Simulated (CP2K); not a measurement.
**C2H3Al (AlH2(CCH)): MP2/pob-TZVP-rev2 (lebedev grid 194, ngrids 4, radial grid 75)**

What is the vertical singlet–triplet gap of C2H3Al (AlH2(CCH)) at MP2/pob-TZVP-rev2 (lebedev grid 194, ngrids 4, radial grid 75)? 

The calculation is run with CP2K 2026.2.

2 further runs of the same task are left out: 2 set aside as unsound or not needed.

### Step 1. The molecule

C2H3Al has 6 atoms, charge 0, and is taken as a singlet. SMILES: `[H][Al]([H])[C]#C`. The shape comes from GFN2-xTB, which is rough for such elements, and wasn't checked as a minimum.

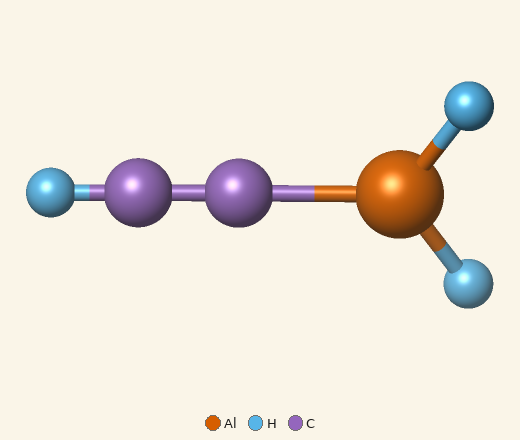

The structure, seen from a chosen angle (aluminium orange, hydrogen blue, carbon purple).

### Step 2. A single-point energy at MP2/pob-TZVP-rev2 (lebedev grid 194, ngrids 4, radial grid 75)

Contents of molecule.xyz:

```xyz
6

Al     0.636700     1.104060     0.008270
H      2.184640     1.168380     0.055200
H     -0.074300     2.481620    -0.025410
C     -0.337220    -0.577860    -0.007010
C     -0.942540    -1.629920    -0.012640
H     -1.467290    -2.546290    -0.018410
```

Contents of job.inp:

```
&GLOBAL
  PROJECT job
  RUN_TYPE ENERGY
  PRINT_LEVEL MEDIUM
&END GLOBAL

&FORCE_EVAL
  METHOD Quickstep
  &DFT
    BASIS_SET_FILE_NAME BASIS_pob
    POTENTIAL_FILE_NAME POTENTIAL
    # Quickstep
    &QS
      METHOD GAPW
      EPS_DEFAULT 1.0E-10
    &END QS
    &MGRID
      CUTOFF 220
      REL_CUTOFF 40
      NGRIDS 4
    &END MGRID
    # no periodic images
    &POISSON
      PERIODIC NONE
      POISSON_SOLVER MULTIPOLE
    &END POISSON
    # SCF settings
    &SCF
      SCF_GUESS ATOMIC
      EPS_SCF 1.0E-07
      MAX_SCF 40
      &OT
        MINIMIZER CG
        PRECONDITIONER FULL_ALL
      &END OT
      &OUTER_SCF
        EPS_SCF 1.0E-07
        MAX_SCF 8
      &END OUTER_SCF
    &END SCF
    &XC
      &XC_FUNCTIONAL NONE
      &END XC_FUNCTIONAL
      &HF
        FRACTION 1
        &SCREENING
          EPS_SCHWARZ 1.0E-09
        &END SCREENING
        &MEMORY
          MAX_MEMORY 1050
        &END MEMORY
      &END HF
      # correlation from orbitals
      &WF_CORRELATION
        &MP2
          METHOD DIRECT_CANONICAL
        &END MP2
        MEMORY 900
      &END WF_CORRELATION
    &END XC
    &PRINT
      &MOMENTS
        PERIODIC F
        REFERENCE COM
        MAX_MOMENT 1
      &END MOMENTS
      &MO_CUBES
        NLUMO 5
        NHOMO -1
        WRITE_CUBE F
      &END MO_CUBES
      &HIRSHFELD OFF
      &END HIRSHFELD
    &END PRINT
  &END DFT
  # structure
  &SUBSYS
    # box in angstrom
    &CELL
      ABC 10.7 12 7.1
      PERIODIC NONE
    &END CELL
    &TOPOLOGY
      COORD_FILE_NAME molecule.xyz
      COORD_FILE_FORMAT XYZ
      &CENTER_COORDINATES
      &END CENTER_COORDINATES
    &END TOPOLOGY
    &KIND Al
      BASIS_SET pob-TZVP-rev2
      POTENTIAL ALL
      LEBEDEV_GRID 194
      RADIAL_GRID 75
    &END KIND
    &KIND H
      BASIS_SET pob-TZVP-rev2
      POTENTIAL ALL
      LEBEDEV_GRID 194
      RADIAL_GRID 75
    &END KIND
    &KIND C
      BASIS_SET pob-TZVP-rev2
      POTENTIAL ALL
      LEBEDEV_GRID 194
      RADIAL_GRID 75
    &END KIND
  &END SUBSYS
&END FORCE_EVAL
```

Run with:

```bash
OMP_NUM_THREADS=1 cp2k.psmp -i job.inp -o job.out
```

Output:

```text
CP2K| version string:                                       CP2K version 2026.2
[...]
 GLOBAL| Method name                                                        CP2K
[...]
 GLOBAL| Run type                                                         ENERGY
[...]
 DFT| Spin restricted Kohn-Sham (RKS) calculation                            RKS
 DFT| Multiplicity                                                             1
[...]
 DFT| Charge                                                                   0
[...]
 QS| Method:                                                                GAPW
[...]
 QS| Density cutoff [a.u.]:                                                110.0
[...]
 QS| Relative density cutoff [a.u.]:                                        20.0
[...]
                             - Atoms:                                          6
[...]
                             - Spherical basis functions:                     76
[...]
 Number of electrons:                                                         28
[...]
     1 OT CG       0.15E+00    2.5     0.30811191      -307.4765998196 -3.07E+02
[...]
    15 OT CG       0.45E-01    0.2     0.00000009      -319.3274454599 -1.86E-11
  *** SCF run converged in    15 steps ***
[...]
  Overlap energy of the core charge distribution:               0.00005432516715
  Self energy of the core charge distribution:               -168.39918135867816
  Core Hamiltonian energy:                                   -146.45180233574251
  Hartree energy:                                              50.41196277625762
  Exchange-correlation energy:                                  0.00000000000000
  Hartree-Fock Exchange energy:                               -29.60753448455042
[...]
                     Mulliken Population Analysis
 #  Atom  Element  Kind  Atomic population                           Net charge
       1     Al       1         11.577585                              1.422415
       2     H        2          1.419905                             -0.419905
       3     H        2          1.421179                             -0.421179
       4     C        3          6.626489                             -0.626489
       5     C        3          6.099050                             -0.099050
       6     H        2          0.855792                              0.144208
 # Total charge                             28.000000                 -0.000000
[...]
  Dipole moment [Debye]
    X= -0.2729124E+00 Y= -0.4840918E+00 Z= -0.1098388E-03  Total=      0.5557212
[...]
 WARNING : did not converge in ot_eigensolver
 number of iterations          299  exceeded maximum
 current gradient / target gradient   5.3034890576843035E-004  /    1.0000000000000001E-005
[...]
 HOMO - LUMO gap [eV] :   13.394471
[...]
 ENERGY| Total FORCE_EVAL ( QS ) energy [hartree]           -319.809272003825015
[...]
```

It took 27 s on 1 thread of Arm Neoverse V2, shared host; peak memory 0.38 GiB.

### Step 3. The triplet

molecule.xyz is that of step 2.

Contents of molecule.inp:

```
&global
  project molecule
  run_type ENERGY
  print_level MEDIUM
&end global
&force_eval
  method QS
  &dft
    basis_set_file_name BASIS_pob
    potential_file_name POTENTIAL
    charge 0
    multiplicity 3
    uks T
    # Quickstep
    &qs
      method GAPW
      eps_default 1.0E-10
    &end qs
    # real-space grids
    &mgrid
      cutoff 220
      rel_cutoff 40
      ngrids 4
    &end mgrid
    &poisson
      periodic NONE
      poisson_solver MULTIPOLE
    &end poisson
    &scf
      scf_guess ATOMIC
      eps_scf 1.0E-07
      max_scf 50
      &ot ON
        minimizer DIIS
        preconditioner FULL_ALL
      &end ot
      &outer_scf
        eps_scf 1.0E-07
        max_scf 10
      &end outer_scf
    &end scf
    &xc
      &xc_functional NONE
      &end xc_functional
      # exact exchange
      &hf
        fraction 1
        &screening
          eps_schwarz 1.0E-09
          screen_on_initial_p F
        &end screening
        &interaction_potential
          potential_type COULOMB
        &end interaction_potential
        &memory
          max_memory 1050
        &end memory
      &end hf
      # correlation from orbitals
      &wf_correlation
        &mp2
          method DIRECT_CANONICAL
        &end mp2
        memory 900
      &end wf_correlation
    &end xc
    # extra output
    &print
      &moments
        periodic F
        reference COM
        max_moment 1
      &end moments
      &mo_cubes
        nlumo 1
        nhomo -1
        write_cube F
      &end mo_cubes
      &hirshfeld OFF
      &end hirshfeld
    &end print
  &end dft
  # atoms, cell and kinds
  &subsys
    &cell
      abc [angstrom] 10.7 12 7.1
      periodic NONE
    &end cell
    &topology
      coord_file_name molecule.xyz
      coord_file_format XYZ
      &center_coordinates
      &end center_coordinates
    &end topology
    &kind Al
      basis_set pob-TZVP-rev2
      potential ALL
      lebedev_grid 194
      radial_grid 75
    &end kind
    &kind H
      basis_set pob-TZVP-rev2
      potential ALL
      lebedev_grid 194
      radial_grid 75
    &end kind
    &kind C
      basis_set pob-TZVP-rev2
      potential ALL
      lebedev_grid 194
      radial_grid 75
    &end kind
  &end subsys
&end force_eval
```

Run with:

```bash
OMP_NUM_THREADS=1 cp2k.psmp -i molecule.inp -o molecule.out
```

Output:

```text
CP2K| version string:                                       CP2K version 2026.2
[...]
 GLOBAL| Method name                                                        CP2K
[...]
 GLOBAL| Run type                                                         ENERGY
[...]
 DFT| Spin unrestricted (spin-polarized) Kohn-Sham calculation               UKS
 DFT| Multiplicity                                                             3
[...]
 DFT| Charge                                                                   0
[...]
 QS| Method:                                                                GAPW
[...]
 QS| Density cutoff [a.u.]:                                                110.0
[...]
 QS| Relative density cutoff [a.u.]:                                        20.0
[...]
                             - Atoms:                                          6
[...]
                             - Spherical basis functions:                     76
[...]
 Number of electrons:                                                         15
[...]
     1 OT DIIS     0.15E+00    2.6     0.14592947      -308.4281493208 -3.08E+02
[...]
    39 OT DIIS     0.15E+00    0.4     0.00000010      -319.1764474823  1.20E-11
  *** SCF run converged in    39 steps ***
[...]
  Overlap energy of the core charge distribution:               0.00005432516715
  Self energy of the core charge distribution:               -168.39918135867816
  Core Hamiltonian energy:                                   -146.16073300104085
  Hartree energy:                                              50.30926503963425
  Exchange-correlation energy:                                  0.00000000000000
  Hartree-Fock Exchange energy:                               -29.68098663567328
[...]
                     Mulliken Population Analysis
 #  Atom  Element  Kind  Atomic population (alpha,beta) Net charge  Spin moment
       1     Al       1         5.931911     5.727830     1.340259     0.204081
       2     H        2         0.703363     0.726793    -0.430156    -0.023430
       3     H        2         0.704108     0.727445    -0.431554    -0.023337
       4     C        3         3.669335     2.875623    -0.544958     0.793711
       5     C        3         3.623127     2.478463    -0.101590     1.144664
       6     H        2         0.368156     0.463845     0.167999    -0.095689
 # Total charge and spin       15.000000    13.000000     0.000000     2.000000
[...]
  Dipole moment [Debye]
    X= -0.9193057E+00 Y= -0.1600969E+01 Z= -0.1291062E-01  Total=      1.8461830
[...]
 HOMO - LUMO gap [eV] :   11.443214
[...]
 ENERGY| Total FORCE_EVAL ( QS ) energy [hartree]           -319.603694483816696
[...]
```

Wall time 43 s (1 thread of Arm Neoverse V2, shared host); peak memory 0.4 GiB.

### Step 4. Outcome

At MP2/pob-TZVP-rev2 (lebedev grid 194, ngrids 4, radial grid 75):

| quantity | value |
| --- | --- |
| singlet: total energy | -319.80927 Eh |
| singlet: dipole moment (of the density that the program reports) | 0.56 D |
| singlet: HOMO energy (Hartree–Fock orbitals) | -10.35 eV |
| singlet: LUMO energy (Hartree–Fock orbitals) | 3.04 eV |
| singlet: HOMO–LUMO gap (Hartree–Fock orbitals) | 13.39 eV |
| singlet: correlation energy | -481.8 mEh |
| triplet: total energy | -319.60369 Eh |
| triplet: dipole moment (of the density that the program reports) | 1.85 D |
| triplet: HOMO energy (Hartree–Fock orbitals) (highest over α and β) | -5.87 eV |
| triplet: LUMO energy (Hartree–Fock orbitals) (lowest over α and β) | 0.75 eV |
| triplet: correlation energy | -427.2 mEh |
| triplet: ⟨S²⟩ of the reference determinant | 2.019 |
| vertical energy of the triplet above the singlet | 5.594 eV |

In words: At this shape the triplet lies 5.59 eV (129 kcal/mol) above the singlet.
